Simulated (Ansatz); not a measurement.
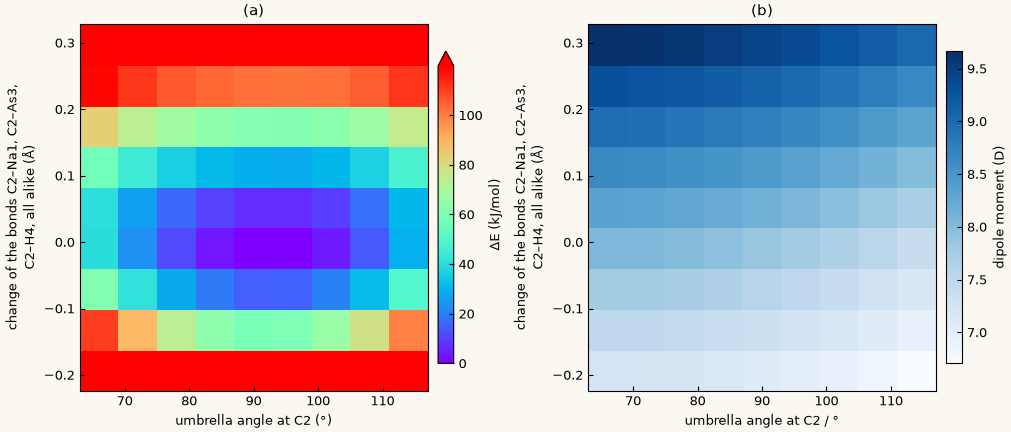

CH₃AsNa, SMILES [Na][CH][AsH2], spin multiplicity 2. Coordinates scanned: (1) umbrella angle at C2 (between each of its bonds and their common axis; 90 is planar); (2) change of the bonds C2–Na1, C2–As3, C2–H4, all alike. Nothing is relaxed (all other coordinates rigid). Grid: 9 × 9 points. Points are written as (first, second). All energies are given in kJ/mol relative to the lowest grid point. Theory: Ansatz 0.2.0, UHF-MP2, frozen core/def2-TZVP.

Panel (a) is the energy and panel (b) the computed dipole moment on the same grid.

Drawn: one coloured cell a grid point, one colour for all values above the top of the scale.

How does the dipole moment vary over the map, and what is it at the lowest grid point?

Leaving out the highest fifth of the energies, it runs from 6.93 D at (114°, −0.131 Å) to 9.30 D at (66°, 0.236 Å). At the lowest grid point, (90°, −0.009 Å), it is 7.86 D.

```csv
"second ↓, first →",66,72,78,84,90,96,102,108,114
0.298,9.67,9.64,9.57,9.51,9.45,9.36,9.26,9.15,9.03
0.236,9.30,9.27,9.22,9.16,9.09,9.01,8.91,8.79,8.66
0.175,8.96,8.94,8.88,8.83,8.76,8.68,8.57,8.45,8.32
0.114,8.65,8.63,8.57,8.51,8.44,8.36,8.25,8.14,8.00
0.053,8.35,8.33,8.28,8.22,8.14,8.06,7.96,7.84,7.70
−0.009,8.05,8.05,8.00,7.93,7.86,7.78,7.68,7.56,7.42
−0.070,7.78,7.78,7.73,7.67,7.59,7.51,7.42,7.31,7.17
−0.131,7.50,7.51,7.47,7.41,7.34,7.26,7.17,7.07,6.93
−0.193,7.23,7.25,7.21,7.15,7.08,7.01,6.93,6.84,6.71
```
